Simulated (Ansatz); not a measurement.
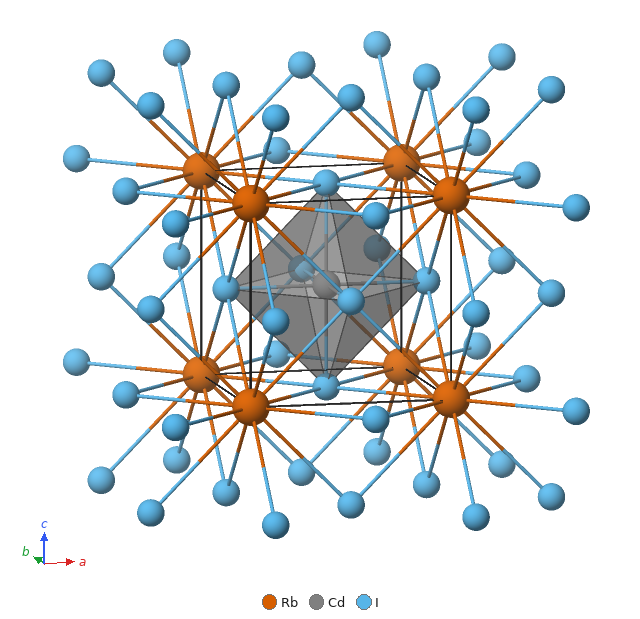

View slightly off an axis, drawn as a polyhedral model. The conventional unit cell is drawn as a box. Some neighbours outside the box are added.

RbCdI₃, cubic perovskite, space group Pm-3m (No. 221), a = 5.653 Å, b = 5.653 Å, c = 5.653 Å, α = 90.00°, β = 90.00°, γ = 90.00°. The structure was taken from a structure type filled with these elements by a generator (whether the compound takes this form wasn't checked). The cell was then strained or its atoms displaced on purpose. A calculation with Ansatz used it as input.

This one geometry was computed with Ansatz (DFT, plane waves, PAW) at three levels of theory: r2SCAN, PBE and HSE06. It was relaxed with r2SCAN and then strained.

Question: How does the band gap change with the level of theory?

Answer: PBE: a metal; r2SCAN: a gap of 0.34 eV, indirect; HSE06: a gap of 0.68 eV, indirect.

Question: Collect the results in a table.

Answer:
| level | cutoff (eV) | k-mesh of the run's cell | gap (eV) | pressure (GPa) |
| --- | --- | --- | --- | --- |
| r2SCAN | 500 | 4×4×4 | 0.34 | 5.0 |
| PBE | 420 | 4×4×4 | metal | 5.5 |
| HSE06 | 420 | 4×4×4 | 0.68 | 4.9 |

Gaps are taken on the k-mesh or band path of each run.
